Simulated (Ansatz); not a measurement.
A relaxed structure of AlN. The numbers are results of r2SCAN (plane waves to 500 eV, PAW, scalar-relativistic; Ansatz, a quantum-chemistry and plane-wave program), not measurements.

Fm-3m (No. 225), cF8, rock salt type; a = b = c = 4.037 Å, α = β = γ = 90.00°.

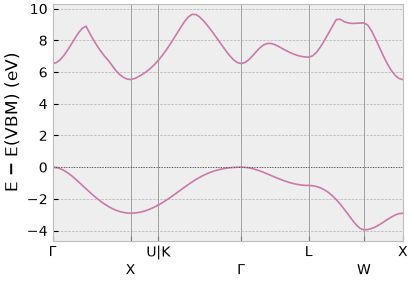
Figure. Highest filled and lowest empty band along the path of this cell's Brillouin zone

**Question.** Read off the gap and say whether it is direct.

**Answer.** 5.52 eV, indirect (valence top at Γ, conduction bottom at X) (no spin-orbit coupling).

**Question.** How far does the top valence band disperse along this path?

**Answer.** About 4.0 eV.

No spin polarisation in the result.

The run could not lose the symmetry of its start; a randomly shaken copy of 4 atoms returns to this structure.

The relaxed structure has the type that AlN is known to take under pressure; here it was relaxed at zero pressure, from a generated start.
